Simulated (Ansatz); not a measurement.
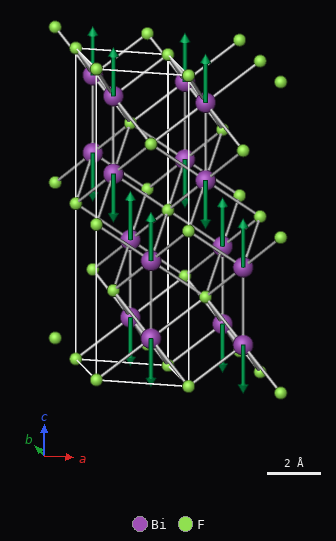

A relaxation of a crystal of BiF (a generated structure, set up in P6_3/mmc) (coarse preliminary run). The starting structure is drawn; green arrows show the displacements (the part carried along by the change of the cell is left out), 3 times their true length.

Style: ball-and-stick. Shown: the cell of the calculation, repeated 2 × 2 × 1 with one cell outlined, slightly off an axis.

Computed with DFT PBE, scalar-relativistic, plane waves, PAW (Ansatz).

Input file:
```yaml
crystal:
  lattice:
    - [3.65802734, 0.0, 0.0]
    - [-1.82901367, 3.16794461, 0.0]
    - [0.0, 0.0, 12.05385582]
  atoms:
    - { symbol: Bi, position: [0.33333333, 0.66666667, 0.875] }
    - { symbol: Bi, position: [0.66666667, 0.33333333, 0.125] }
    - { symbol: Bi, position: [0.66666667, 0.33333333, 0.375] }
    - { symbol: Bi, position: [0.33333333, 0.66666667, 0.625] }
    - { symbol: F, position: [0.66666667, 0.33333333, 0.75] }
    - { symbol: F, position: [0.0, 0.0, 0.0] }
    - { symbol: F, position: [0.33333333, 0.66666667, 0.25] }
    - { symbol: F, position: [0.0, 0.0, 0.5] }
basis:
  ecutwfc: 420
kpoints:
  mp_grid: { grid: [6, 6, 2] }
hamiltonian:
  xc: pbe
scf:
  occupations: { method: gaussian, width: 0.1 }
  lower_state_search: "off"
output:
  forces: true
  stress: true
  eigenvalues: true
relax:
  adjacent_minimum: "off"
  f_tol: 0.04
  max_steps: 70
  cell: { stress_tol: 0.4 }
```

Run as
```bash
ansatz run input.yaml --threads 1 --pin off --max-ram 2560MiB --backend cpu --events-out ev --progress --plain --runs-dir out
```

> Which element moves most?

Bismuth: up to 0.64 Å, against 0.00 Å for fluorine.

> Describe the change and its energy.

After 23 accepted moves (28 points after the start) the energy has fallen by 3.669 eV per cell of the calculation. The largest force component goes from 0.8 to 0.033 eV/Å. The pressure goes from 20.01 to 0.25 GPa. The line search rejected the trial step at point 8 of the run. At 4 points the geometry stayed and the basis and grid were re-selected for the new cell (energy shift of 0.336 eV per cell of the calculation at most each time). The largest moves relative to the cell, 0.64 Å, are those of Bi1, Bi2, Bi3 and Bi4. Bi1 goes along +c. F stays in place. The volume changes by +29.4 %, with a = b 3.658 → 5.081 Å (+38.9 %), c 12.054 → 8.086 Å (−32.9 %). Near-neighbour distances that change, for instance: Bi1–F7 4.520 → 2.394 Å, Bi1–F5 2.594 → 3.365 Å, Bi1–Bi2 3.680 → 3.027 Å, Bi1–F6 2.594 → 2.957 Å. New bonds form: Bi1–F7 (4.52 → 2.39 Å), Bi2–F5 (4.52 → 2.39 Å), Bi3–F5 (4.52 → 2.39 Å), Bi4–F7 (4.52 → 2.39 Å). The space group stays P6_3/mmc (No. 194). Cost: 10 min on 1 thread of Intel(R) Xeon(R) Processor @ 2.50GHz (Skylake/Cascade Lake) (shared host), peak memory 0.51 GiB.
